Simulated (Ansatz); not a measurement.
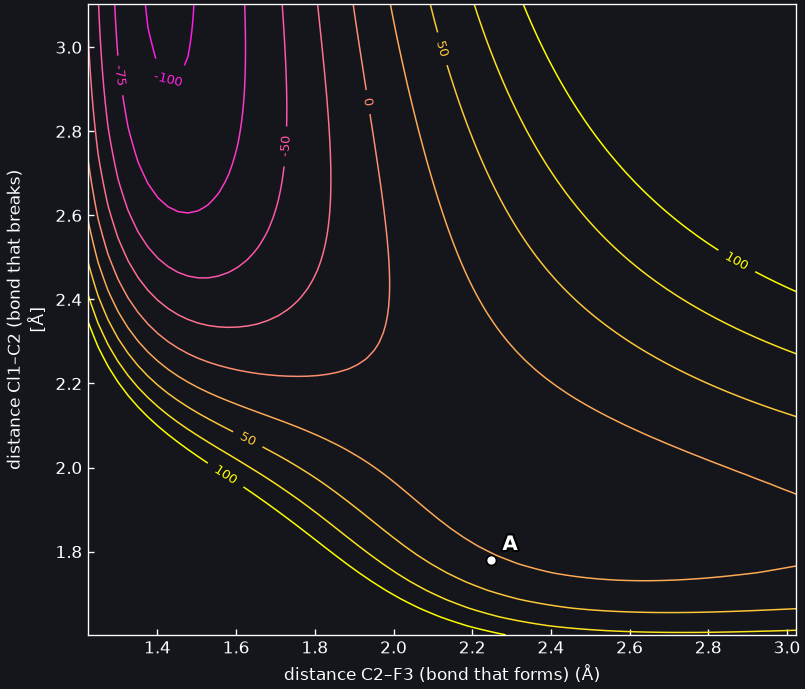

The reacting system CH3ClF (fragments CH₃Cl + F where the first distance is long, Cl + CH₃F where the second is long), charge −1. The first coordinate is: distance C2–F3 (bond that forms); the second: distance Cl1–C2 (bond that breaks). Relaxed at each point: all other coordinates. The scan uses a 12 × 12 grid. Points are written as (first, second). Energies: kJ/mol, counted from a guessed transition structure relaxed with its forming and breaking bonds held. The reference is spin-restricted, so regions where a bond is pulled apart into radicals lie too high. The calculation used Ansatz 0.2.0, RKS B3LYP-D4/def2-SVPD.

In the figure: contour lines labelled in kJ/mol (none above 100), the point A. Between grid points the surface is interpolated.

**Which way does the force act at A, and how strong is it?**

A, at (2.247 Å, 1.780 Å), is not a stationary point. The computed force is 89 kJ/mol for each Å towards larger values of the first coordinate and 210 kJ/mol for each Å towards larger values of the second coordinate.
